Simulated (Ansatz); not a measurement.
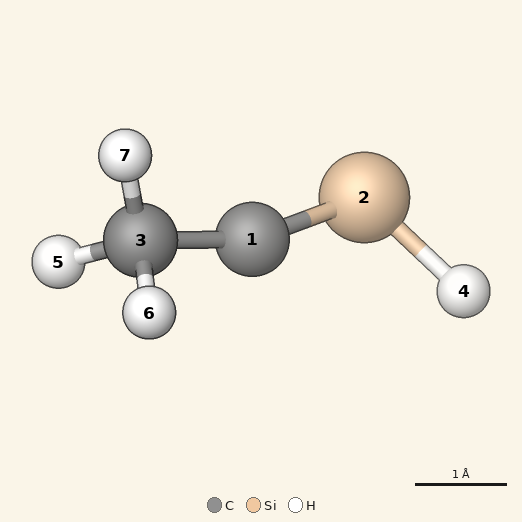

The atoms are numbered. The computed structure is the end point of a PBE-D4/def2-SVP optimisation. No frequency run is at hand to confirm it as a minimum.

### What is the geometry at Si2?

Si2 has 2 neighbours (C1 at 1.68, H4 at 1.51 Å); the arrangement is bent.

### How are the neighbours of atom 3 arranged?

C3 has 4 neighbours (C1 at 1.45, H5 at 1.11, H6 at 1.12, H7 at 1.11 Å); the arrangement is tetrahedral.
